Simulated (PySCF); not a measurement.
## Frequency calculation of MoH3

- system: MoH3, multiplicity 4
- method: UKS-based PBE0, Mo def2-TZVP with ECP28, H def2-TZVP; non-relativistic Hamiltonian with a scalar-relativistic core potential; density fitting (PySCF 2.14.0)

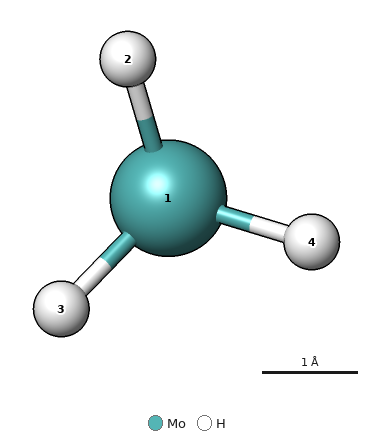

Figure 1. The input geometry (ball-and-stick view, seen on its broad side; atoms are numbered from 1 in the order of the input). Sticks mark near contacts. Bond lengths as drawn: H–Mo 1.69 Å.

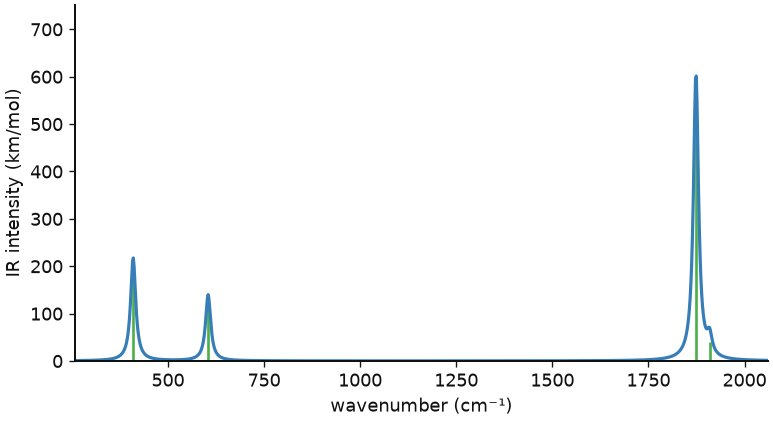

Figure 2. Harmonic infrared spectrum, unscaled: sticks (degenerate modes added up, dark ones marked on the axis) with a Lorentzian envelope of 16 cm⁻¹ full width, scaled to the tallest stick. 6 modes from 409 to 1909 cm⁻¹, none imaginary. The strongest line is at 1874 cm⁻¹ (601 km/mol). All modes, in cm⁻¹ (km/mol): 409 (216), 605 (69), 605 (69), 1874 (301), 1874 (301), 1909 (41).

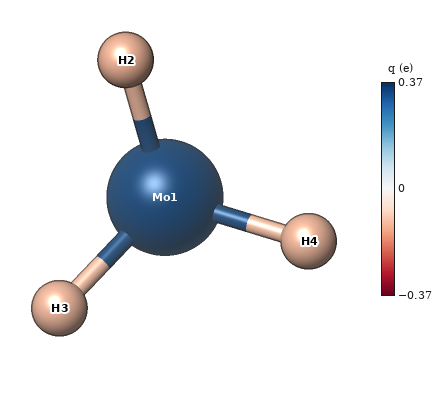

Figure 3. Mulliken charges, as the colour of each atom (ball-and-stick view, seen on its broad side; atoms are numbered from 1 in the order of the input). By element: Mo +0.35 and H −0.12 e.

The input that produced these results follows, with the program's output.

Input
```python
from pyscf import gto, scf, dft
mol = gto.M(atom='''
Mo     0.000866    -0.018541    -0.000463
H     -0.078411     0.558649     1.590811
H      1.360810     0.683834    -0.727657
H     -1.366547     0.558676    -0.818137''',
    basis={'Mo': 'def2-TZVP', 'H': 'def2-TZVP'},
    ecp={'Mo': 'def2-TZVP'},
    charge=0, spin=3)
mf = dft.UKS(mol, xc='PBE0')
mf.grids.atom_grid = (75, 302)
aux = {'Mo': 'def2-universal-JKFIT', 'H': 'def2-universal-JKFIT'}
mf = mf.density_fit(auxbasis=aux)
mf.conv_tol = 1e-09
mf.diis_space = 10
mf.max_cycle = 60
mf.verbose = 4
mf.kernel()
```

The script is an equivalent of the set-up of the self-consistent field. The run itself was carried out by a driver, which started from the orbitals of the step before it where there was one and computed the further properties.

Launch command:
```bash
OMP_NUM_THREADS=2 python axn.py task.json out
```

Log
```
init E= -69.8771120596939
  alpha nocc = 10  HOMO = -0.24431710485048  LUMO = -0.0444562657223341
  beta  nocc = 7  HOMO = -0.314401993412487  LUMO = -0.0517854878767962
  HOMO = -0.24431710485  LUMO = -0.0517854878768  gap/eV = 5.23905
cycle= 1 E= -69.8771120596938  delta_E= 8.53e-14  |g|= 8.21e-07  |ddm|= 1.24e-06
  alpha nocc = 10  HOMO = -0.24431713064157  LUMO = -0.0444562733976998
  beta  nocc = 7  HOMO = -0.314401872295992  LUMO = -0.0517855029281379
  HOMO = -0.244317130642  LUMO = -0.0517855029281  gap/eV = 5.23905
Extra cycle  E= -69.8771120596938  delta_E=    0  |g|= 8.59e-07  |ddm|= 1.25e-06
converged SCF energy = -69.8771120596938  <S^2> = 3.7950993  2S+1 = 4.0224864
```

Results in brief

```tsv
quantity	value
outcome	converged
total energy	−69.877112 hartree
⟨S²⟩	3.795
zero-point energy	0.016573 hartree
dipole moment	2.56 D
wavenumbers, lowest and highest	409 and 1909 cm⁻¹
hardware	2 threads of Arm Neoverse N1, 98 GiB of memory available, shared host
wall time	24 s (CPU time 40 s)
peak memory	0.75 GiB
```
